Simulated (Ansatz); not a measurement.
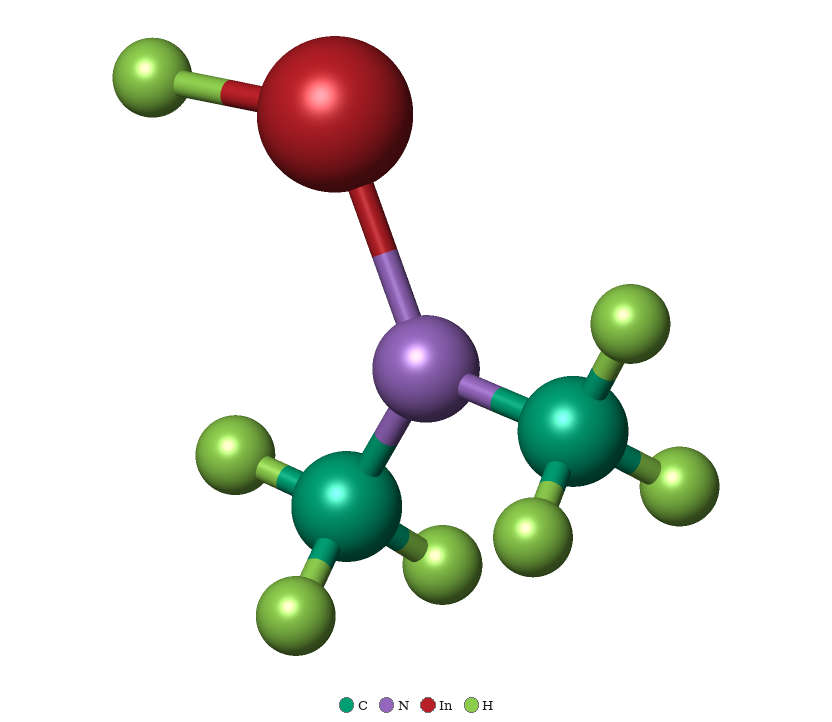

The picture comes from a calculation with Ansatz.

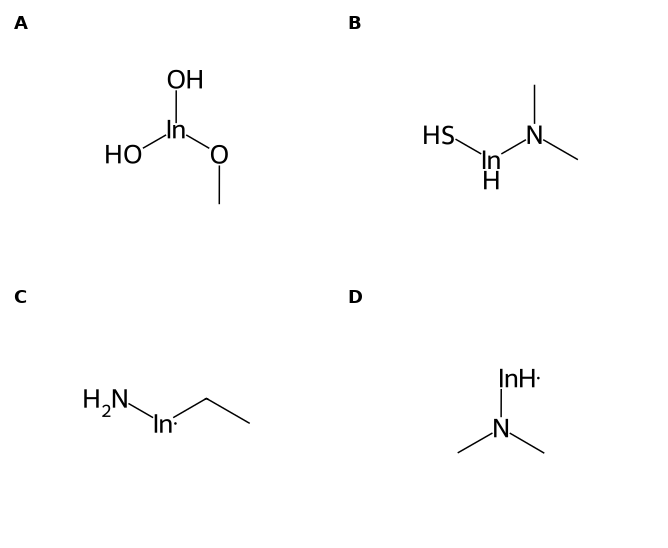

The first picture shows one of the molecules drawn in the second. Which?

Answer. D, `C[N](C)[InH]`.
